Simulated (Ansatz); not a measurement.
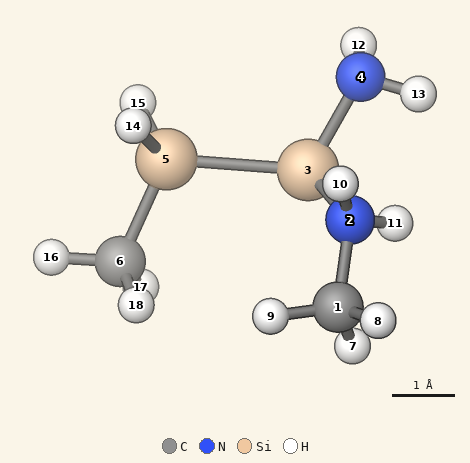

Fig. 1: The input geometry (ball-and-stick view, seen at a tilt; atoms are numbered from 1 in the order of the input). Bond lengths as drawn: C–H 1.05 to 1.13 Å, C–N 1.48 Å, C–Si 1.84 Å, H–N 0.98 to 1.04 Å, H–Si 1.48 to 1.49 Å, N–Si 1.71 to 1.76 Å and Si–Si 2.30 Å.

C₂H₁₂N₂Si₂: geometry relaxation (part 1 of 3)

The run: geometry relaxation of C₂H₁₂N₂Si₂. Method and program: RKS PBE0/6-31G* (Ansatz 0.2.0).

It belongs to a series of runs on one base structure; here: end point B relaxed. Figures and captions count atoms from 1; the log counts them from 0 in places.

Input
```yaml
crystal:
  periodic: [false, false, false]
  atoms:
    - { symbol: C, position_ang: [0.9062, -2.138, -0.4706] }
    - { symbol: "N", position_ang: [1.1744, -0.7542, -0.9374] }
    - { symbol: Si, position_ang: [0.1031, 0.581, -0.9404] }
    - { symbol: "N", position_ang: [1.2758, 1.655, -1.6996] }
    - { symbol: Si, position_ang: [-0.6151, 1.2644, 1.1342] }
    - { symbol: C, position_ang: [-1.7676, 0.0112, 1.8334] }
    - { symbol: H, position_ang: [0.0011, -2.4884, -0.99] }
    - { symbol: H, position_ang: [1.7316, -2.7481, -0.7113] }
    - { symbol: H, position_ang: [0.6873, -2.1059, 0.6405] }
    - { symbol: H, position_ang: [2.0616, -0.4553, -0.496] }
    - { symbol: H, position_ang: [0.77301, -0.7318, -1.89656] }
    - { symbol: H, position_ang: [0.6976, 2.4244, -2.0841] }
    - { symbol: H, position_ang: [1.5489, 1.1659, -2.5019] }
    - { symbol: H, position_ang: [0.501, 1.4714, 2.1054] }
    - { symbol: H, position_ang: [-1.3337, 2.5576, 1.0358] }
    - { symbol: H, position_ang: [-2.1473, 0.3373, 2.8299] }
    - { symbol: H, position_ang: [-2.6148, -0.1347, 1.1745] }
    - { symbol: H, position_ang: [-1.276, -0.9498, 1.9831] }
basis:
  gaussian: { orbitals: "6-31G*" }
hamiltonian:
  xc: pbe0
relax:
  f_tol: 0.02
  max_steps: 50
output:
  orbitals: {}
```

Hardware: 2 threads of Intel Xeon (Granite Rapids), 16 GiB of memory available, shared host.

Launched with:
```bash
ansatz run input.yaml --threads 2 --pin off --max-ram 3072MiB --backend cpu --events-out ev --progress --plain --runs-dir out
```

The program's output
```
The last accepted step is kept in [file] (removed where the run ends without a failure and the disk answers)
Engine: ansatz 0.2.0, x86_64-unknown-linux-gnu
Functional definition: PBE0
  parameter a = 0.25
  parameter kappa = 0.804
  parameter beta = 0.06672455060314922
  exchange = (1 - a)*pbe_x(kappa = kappa, mu = beta*pi^2/3) + a*exact_x
  correlation = pbe_c(beta = beta)
1405 factors; integrals over basis functions are off by at most 6.0e-4 eV
mean field evaluation 1: about -20977.7985 eV, gradient 7.0e1 eV
mean field evaluation 2: about -20971.7994 eV, gradient 8.5e1 eV
mean field evaluation 4: about -20988.2629 eV, gradient 3.6e0 eV
mean field evaluation 8: about -20988.3206 eV, gradient 2.3e-1 eV
mean field evaluation 16: about -20988.3207 eV, gradient 6.3e-5 eV
mean field -20988.32071033 eV, -771.3065597098 hartree, gradient 6.3e-5 eV, S^2 0.000000; 0 other end points of the search recorded, 0 dependent functions left out
the calculation of the forces begins
reference -20988.32073851 eV, -771.3065607454 hartree; 33, 33 occupied and 89, 89 virtual orbitals, 1405 factors
relax step   1: F+E_penalty+E_count = -20988.32071033 eV  Δ(F+E_penalty+E_count) = +0.000e0 eV  max|allowed force component| = 5.652e0 eV/Å  Δτ_max = 0.0000 Å  (27 SCF iters, accepted)
these checks for a lower state are left out or cut short: starts, cluster_reference, orbital_swaps, neighbouring_geometries, increment
1405 factors; integrals over basis functions are off by at most 6.1e-4 eV
mean field -20989.46143432 eV, -771.3484805432 hartree, gradient 1.4e-5 eV, S^2 0.000000; 0 other end points of the search recorded, 0 dependent functions left out
[... from here on the field's lines of each further geometry are left out, up to the last ...]
relax step   2: F+E_penalty+E_count = -20989.46143432 eV  Δ(F+E_penalty+E_count) = -1.141e0 eV  max|allowed force component| = 3.211e0 eV/Å  Δτ_max = 0.1944 Å  (30 SCF iters, accepted)
relax step   3: F+E_penalty+E_count = -20990.18966103 eV  Δ(F+E_penalty+E_count) = -7.282e-1 eV  max|allowed force component| = 1.622e0 eV/Å  Δτ_max = 0.1949 Å  (29 SCF iters, accepted)
relax step   4: F+E_penalty+E_count = -20990.51385428 eV  Δ(F+E_penalty+E_count) = -3.242e-1 eV  max|allowed force component| = 8.125e-1 eV/Å  Δτ_max = 0.2000 Å  (29 SCF iters, accepted)
relax step   5: F+E_penalty+E_count = -20990.71768071 eV  Δ(F+E_penalty+E_count) = -2.038e-1 eV  max|allowed force component| = 1.233e0 eV/Å  Δτ_max = 0.1949 Å  (29 SCF iters, accepted)
relax step   6: F+E_penalty+E_count = -20990.81863182 eV  Δ(F+E_penalty+E_count) = -1.010e-1 eV  max|allowed force component| = 1.329e0 eV/Å  Δτ_max = 0.1967 Å  (28 SCF iters, accepted)
relax step   7: F+E_penalty+E_count = -20990.91091329 eV  Δ(F+E_penalty+E_count) = -9.228e-2 eV  max|allowed force component| = 1.167e0 eV/Å  Δτ_max = 0.1935 Å  (27 SCF iters, accepted)
relax step   8: F+E_penalty+E_count = -20991.02636740 eV  Δ(F+E_penalty+E_count) = -1.155e-1 eV  max|allowed force component| = 5.515e-1 eV/Å  Δτ_max = 0.2000 Å  (29 SCF iters, accepted)
relax step   9: F+E_penalty+E_count = -20991.07065250 eV  Δ(F+E_penalty+E_count) = -4.429e-2 eV  max|allowed force component| = 9.544e-1 eV/Å  Δτ_max = 0.2000 Å  (28 SCF iters, accepted)
relax step  10: F+E_penalty+E_count = -20991.04695262 eV  Δ(F+E_penalty+E_count) = +2.370e-2 eV  max|allowed force component| = 7.260e-1 eV/Å  Δτ_max = 0.2000 Å  (29 SCF iters, rejected (line search))
relax step  11: F+E_penalty+E_count = -20991.10299093 eV  Δ(F+E_penalty+E_count) = -3.234e-2 eV  max|allowed force component| = 4.783e-1 eV/Å  Δτ_max = 0.1000 Å  (29 SCF iters, accepted)
relax step  12: F+E_penalty+E_count = -20991.11374596 eV  Δ(F+E_penalty+E_count) = -1.076e-2 eV  max|allowed force component| = 6.193e-2 eV/Å  Δτ_max = 0.1000 Å  (29 SCF iters, accepted)
relax step  13: F+E_penalty+E_count = -20991.11715712 eV  Δ(F+E_penalty+E_count) = -3.411e-3 eV  max|allowed force component| = 3.449e-2 eV/Å  Δτ_max = 0.0919 Å  (29 SCF iters, accepted)
relax step  14: F+E_penalty+E_count = -20991.11808025 eV  Δ(F+E_penalty+E_count) = -9.231e-4 eV  max|allowed force component| = 9.015e-2 eV/Å  Δτ_max = 0.0455 Å  (29 SCF iters, accepted)
relax step  15: F+E_penalty+E_count = -20991.11966910 eV  Δ(F+E_penalty+E_count) = -1.589e-3 eV  max|allowed force component| = 6.042e-2 eV/Å  Δτ_max = 0.0519 Å  (29 SCF iters, accepted)
relax step  16: F+E_penalty+E_count = -20991.12038662 eV  Δ(F+E_penalty+E_count) = -7.175e-4 eV  max|allowed force component| = 6.321e-2 eV/Å  Δτ_max = 0.0264 Å  (30 SCF iters, accepted)
relax step  17: F+E_penalty+E_count = -20991.12139599 eV  Δ(F+E_penalty+E_count) = -1.009e-3 eV  max|allowed force component| = 5.274e-2 eV/Å  Δτ_max = 0.0599 Å  (29 SCF iters, accepted)
relax step  18: F+E_penalty+E_count = -20991.12200238 eV  Δ(F+E_penalty+E_count) = -6.064e-4 eV  max|allowed force component| = 8.978e-2 eV/Å  Δτ_max = 0.0773 Å  (29 SCF iters, accepted)
relax step  19: F+E_penalty+E_count = -20991.12247775 eV  Δ(F+E_penalty+E_count) = -4.754e-4 eV  max|allowed force component| = 7.350e-2 eV/Å  Δτ_max = 0.0150 Å  (24 SCF iters, accepted)
relax step  20: F+E_penalty+E_count = -20991.12294507 eV  Δ(F+E_penalty+E_count) = -4.673e-4 eV  max|allowed force component| = 2.879e-2 eV/Å  Δτ_max = 0.0112 Å  (23 SCF iters, accepted)
relax step  21: F+E_penalty+E_count = -20991.12322400 eV  Δ(F+E_penalty+E_count) = -2.789e-4 eV  max|allowed force component| = 1.811e-2 eV/Å  Δτ_max = 0.0310 Å  (29 SCF iters, accepted)
the calculation of the forces begins
reference -20991.12337327 eV, -771.4095556733 hartree; 33, 33 occupied and 89, 89 virtual orbitals, 1405 factors
relax step  22: F+E_penalty+E_count = -20991.12334527 eV  Δ(F+E_penalty+E_count) = -1.213e-4 eV  max|allowed force component| = 1.374e-2 eV/Å  Δτ_max = 0.0375 Å  (29 SCF iters, accepted)
```

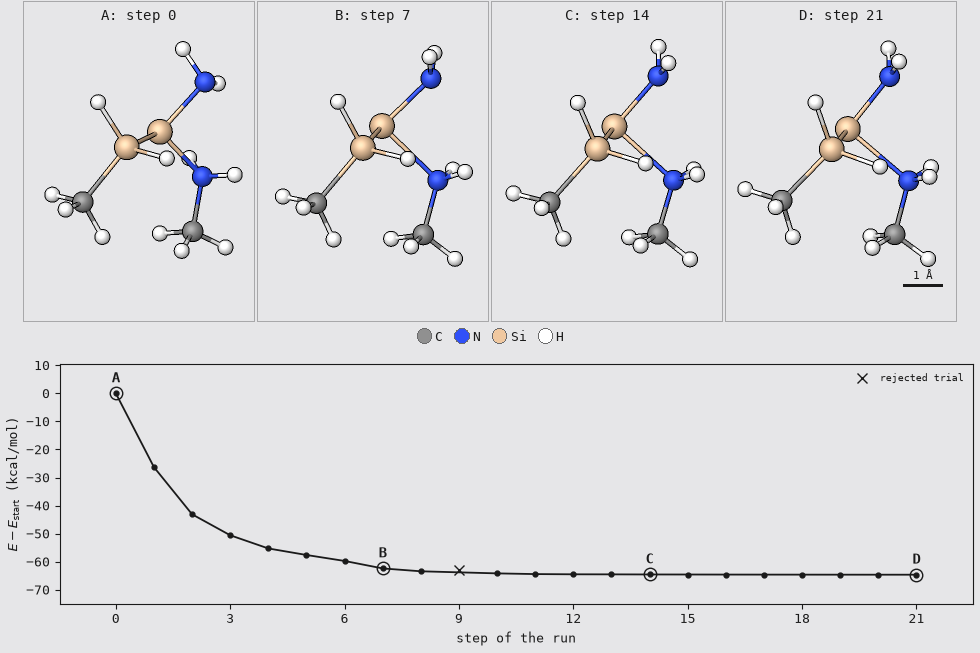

Fig. 2: Frames of the relaxation (ball-and-stick view, seen at a tilt) above the curves, on which the letters mark them (the first geometry is step 0 here and step 1 in the log).

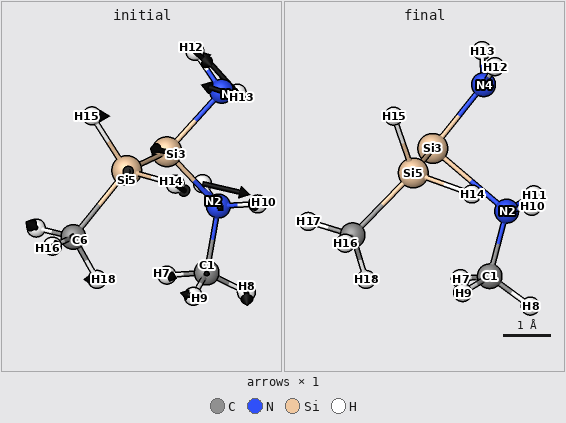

Fig. 3: Before (left) and after (right) the relaxation, at one scale (ball-and-stick view, seen at a tilt). The black arrows give the displacements, at true length. The atom that moves furthest after the best rigid fit is H13 (1.23 Å). By element the largest moves are H 1.23 Å, Si 0.66 Å, N 0.53 Å, C 0.11 Å. Among the contacts that change: N2–Si3 1.712 → 2.091 Å, Si3–Si5 2.299 → 2.403 Å, Si5–C6 1.841 → 1.899 Å, C1–H8 1.054 → 1.095 Å. Among the angles that change: H10–N2–H11 135.9° → 106.3°, Si3–N2–H11 74.9° → 102.5°, N2–Si3–Si5 115.2° → 89.8°. After 21 geometry steps the energy has fallen by 64.6 kcal/mol. The largest force component goes from 5.7 to 0.014 eV/Å. The line search rejected the trial step at point 9 (counted from 0) and went back. (Atoms are counted from 1 in the order of the input.)

```
1405 factors; integrals over basis functions are off by at most 6.9e-4 eV
mean field -20991.12334527 eV, -771.4095546442 hartree, gradient 9.4e-6 eV, S^2 0.000000; 1 other end points of the search recorded, 0 dependent functions left out
the calculation of the forces begins
reference -20991.12337327 eV, -771.4095556733 hartree; 33, 33 occupied and 89, 89 virtual orbitals, 1405 factors
Total energy: -20991.12337327 eV, -771.4095556733 hartree
Atom 0 at     0.891095    -2.175118    -0.380474 Å, force     0.002094     0.001531     0.005002 eV/Å
Atom 1 at     1.280626    -0.850716    -0.879939 Å, force     0.000019    -0.006459    -0.007493 eV/Å
Atom 2 at    -0.300251     0.406761    -1.419706 Å, force     0.003233     0.004428    -0.001032 eV/Å
Atom 3 at     0.818356     1.686305    -1.933059 Å, force     0.002976     0.013735    -0.001416 eV/Å
Atom 4 at    -0.549154     1.063828     0.878498 Å, force     0.003985     0.003847     0.010332 eV/Å
Atom 5 at    -1.838165     0.083829     1.871342 Å, force    -0.004489    -0.002706    -0.006367 eV/Å
Atom 6 at     0.193815    -2.620455    -1.094388 Å, force     0.003507     0.003225     0.002483 eV/Å
Atom 7 at     1.751630    -2.836726    -0.237741 Å, force    -0.004669    -0.000879     0.001549 eV/Å
Atom 8 at     0.371934    -2.052373     0.573374 Å, force     0.005942    -0.002132    -0.007623 eV/Å
Atom 9 at     1.888016    -0.371916    -0.215107 Å, force    -0.002916     0.000001     0.002592 eV/Å
Atom 10 at     1.809635    -0.925954    -1.747356 Å, force    -0.002182    -0.001109     0.004677 eV/Å
Atom 11 at     1.132430     2.448959    -1.345905 Å, force    -0.005542    -0.012273     0.000835 eV/Å
Atom 12 at     0.736633     1.999851    -2.890977 Å, force    -0.002665    -0.002853    -0.000150 eV/Å
Atom 13 at     0.761860     0.949630     1.633580 Å, force    -0.000779    -0.002319    -0.003891 eV/Å
Atom 14 at    -0.908785     2.518279     0.982760 Å, force    -0.001833    -0.000677    -0.000754 eV/Å
Atom 15 at    -1.918267     0.450002     2.900262 Å, force     0.001135    -0.000093    -0.002890 eV/Å
Atom 16 at    -2.824194     0.171145     1.401611 Å, force     0.004560    -0.001867     0.004030 eV/Å
Atom 17 at    -1.590105    -0.983331     1.912165 Å, force    -0.002376     0.006601     0.000116 eV/Å
Dipole moment:     0.762745    -0.476155     0.030486 e Å
```

Trajectory as extended XYZ (Å, eV, eV/Å), 22 frames, from step=1 to step=22
```
18
Properties=species:S:1:pos:R:3:forces:R:3 step=1 energy=-20988.32071
C     0.9062   -2.1380   -0.4706   -1.9569   1.3057   1.4660
N     1.1744   -0.7542   -0.9374    2.3744  -3.7172   2.5257
Si    0.1031    0.5810   -0.9404   -5.6518   2.6700  -0.4353
N     1.2758    1.6550   -1.6996   -0.3419   1.9456   1.1956
Si   -0.6151    1.2644    1.1342    1.0823   0.6634   0.2024
C    -1.7676    0.0112    1.8334   -0.5764  -0.2455   1.1677
H     0.0011   -2.4884   -0.9900    0.1304   0.0708   0.1684
H     1.7316   -2.7481   -0.7113    1.0999  -0.8784  -0.1401
H     0.6873   -2.1059    0.6405    0.3909  -0.2891  -1.1972
H     2.0616   -0.4553   -0.4960    0.7544  -0.0728  -1.3804
H     0.7730   -0.7318   -1.8966    1.3383  -0.3348  -1.5467
H     0.6976    2.4244   -2.0841    0.6814  -0.2674   0.3419
H     1.5489    1.1659   -2.5019    0.8085  -0.6663  -1.8477
H     0.5010    1.4714    2.1054    0.0789   0.1013   0.3724
H    -1.3337    2.5576    1.0358   -0.0798   0.2456  -0.1057
H    -2.1473    0.3373    2.8299    0.1585  -0.1737  -0.5754
H    -2.6148   -0.1347    1.1745   -0.3322  -0.1287  -0.2092
H    -1.2760   -0.9498    1.9831    0.0412  -0.2284  -0.0022
18
Properties=species:S:1:pos:R:3:forces:R:3 step=2 energy=-20989.46143
C     0.8889   -2.1335   -0.4401   -0.6982   0.4605   0.3848
N     1.1569   -0.7616   -0.9237    0.9501  -2.3071   0.3519
Si   -0.0547    0.5604   -1.0522   -3.2110   1.8715   0.3243
N     1.2312    1.6574   -1.6638   -0.0391   0.5085  -0.1949
Si   -0.5745    1.2689    1.1382    0.3219   0.2838  -0.1910
C    -1.7626    0.0093    1.8405   -0.3510  -0.1621   0.6118
H    -0.0079   -2.4896   -0.9616    0.0562  -0.0235   0.1556
H     1.7366   -2.7595   -0.6805    0.2546  -0.3467   0.0311
H     0.6893   -2.1231    0.6438    0.1572  -0.0512  -0.3272
H     2.0762   -0.4453   -0.5577   -0.0887   0.0670  -1.1410
H     0.8558   -0.7899   -1.9419    1.9615  -0.3374   0.2502
H     0.7351    2.4715   -2.0477    0.3744  -0.0139   0.2981
H     1.5797    1.2093   -2.5051    0.2790   0.1067  -0.3655
H     0.5092    1.4889    2.1543    0.0806   0.0326   0.0374
H    -1.3116    2.5632    1.0201   -0.0038   0.1329   0.0355
H    -2.1460    0.3349    2.8208    0.0238  -0.0890  -0.1777
H    -2.6148   -0.1388    1.1750   -0.0799  -0.0297  -0.0846
H    -1.2796   -0.9606    1.9904    0.0125  -0.1029   0.0012
```
